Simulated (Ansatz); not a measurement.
## Amorphous Ti20O43Sb2

Preparation: random packing, a CHGNet melt and quench, and a DFT relaxation. O atoms were pushed apart under 1.9 Å during the dynamics, to hinder bonds among them. The hot cell started wider than the set density and was brought back towards it in steps. It is the lowest in DFT energy of 2 quenches. It is a model cell: composition and starting density were chosen by hand, and all elements were melted together. No dispersion term was used.

Methods: PBE, scalar-relativistic without spin-orbit coupling (Ansatz, a quantum-chemistry and plane-wave program); r2SCAN, scalar-relativistic without spin-orbit coupling (Ansatz); HSE06, scalar-relativistic without spin-orbit coupling (Ansatz). Geometry, pressure, stress and energy are those of the PBE run. Its sampling: a 2×2×2 Γ-centred mesh; Fermi-Dirac width 0.02 eV; no spin polarisation. Other functionals are single points at the zone centre (r2SCAN at 500 eV; exact exchange cut at the cell's faces), free to take moments where seeds were set. At PBE the levels at the empty edge of the gap are localised (band-tail or defect states).

The number of atoms in the cell is 65. The density (volume relaxed, without dispersion) comes out as 3.70 g/cm³ and the volume per atom comes out as 13.05 Å^3. The pressure on a 2×2×2 Γ-centred mesh is 0.00 GPa and the largest force and stress component on that mesh (the relaxation ran on the zone centre alone) comes out as 0.11 eV/Å and 0.1 GPa. The level gap on a 2×2×2 Γ-centred mesh (PBE) comes out as 2.35 eV and the level gap at the zone centre (PBE) comes out as 2.45 eV. The level gap at the zone centre (r2SCAN) is 2.69 eV and the level gap at the zone centre (HSE06) is 3.68 eV.

Cut-offs for bonds: Ti-Ti 3.12 Å, Ti-O 2.54 Å, Ti-Sb 3.09 Å, O-O 1.58 Å, O-Sb 2.46 Å, Sb-Sb 3.25 Å. Two cations that share two anions don't count as bonded, nor two that share one unless they lie closer than Ti-Ti 3.04 Å, Ti-Sb 3.01 Å, Sb-Sb 2.97 Å.

| Item | Value |
|---|---|
| Mean coordination of Ti by anions | 5.30 (2 with 4, 10 with 5, 8 with 6) |
| Mean coordination of O | 2.63 (17 with 2, 25 with 3, 1 with 4) |
| Mean coordination of Sb by anions | 3.50 (1 with 3, 1 with 4) |
| Mean Ti-O bond | 1.961 Å (spread 0.148 Å, 106 counted) |
| Mean O-Sb bond | 2.112 Å (spread 0.106 Å, 7 counted) |

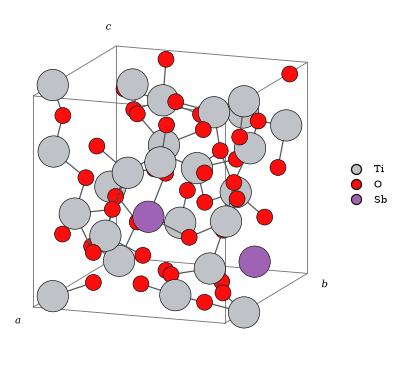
Figure: The relaxed cell

Its density started from a set value of 3.81 g/cm³. The simulated quench (nominally 300 K/ps over its main leg) is rapid and tends to freeze in more defects than a deposited or slowly cooled glass has. One small periodic cell is one sample of the glass; other quenches scatter about these values. Volume and shape were free in the relaxation.
